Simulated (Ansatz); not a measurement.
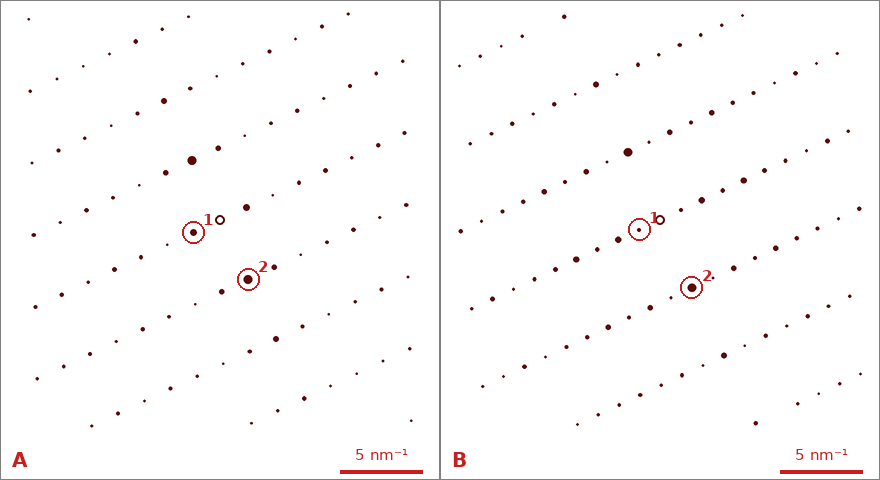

Kinematic electron diffraction patterns (120 kV, B = 0.5 Å², same scale) along [1-10] of the run's own cell, for the start and the end of one relaxation of CaMg2Ag2 with Ansatz 0.2.0, DFT, PAW plane waves, r2scan. k mesh 8×8×5. The start is a generated model structure, and the relaxation ends in the nearest stationary point of its symmetry, not necessarily the ground state. Spot 1 is 0 0 -1 and spot 2 is 1 1 0 in both.

Start structure:

```
CELL_PARAMETERS angstrom
4.34785 0.00000 0.00000
-2.17392 3.76535 0.00000
0.00000 0.00000 7.04257
ATOMIC_POSITIONS crystal
Ca 0.00000 0.00000 0.00000
Mg 0.33330 0.66670 0.63010
Mg 0.66670 0.33330 0.36990
Ag 0.33330 0.66670 0.24130
Ag 0.66670 0.33330 0.75870
```

Q: Which pattern belongs to the start structure, and which to the relaxed one?

A: B is the start: its cell gives d(1) = 7.043 Å, d(2) = 2.174 Å and an angle of 90.0°. A is the relaxed structure, with d(1) = 5.593 Å (-20.6 %), d(2) = 2.478 Å (+14.0 %) and 90.0°.

Q: Name reflections whose intensity changes strongly on relaxation.

A: 0 0 2 goes from 28 to 0.022 % of the strongest spot; 1 1 -2 goes from 15 to 0.075 % of the strongest spot; 1 1 -1 goes from 0.53 to 14 % of the strongest spot.

Q: Summarise the relaxation behind the change.

A: The volume changed by +3.2 % to 23.79 Å³ an atom; with the mean shift removed, the atoms moved by up to 0.52 Å relative to the cell (Ag most); the space group stayed P-3m1 (No. 164); the free energy fell by 130 meV an atom. Relaxed cell: a = 4.956 Å, b = 4.956 Å, c = 5.593 Å, α = 90.00°, β = 90.00°, γ = 120.00°.
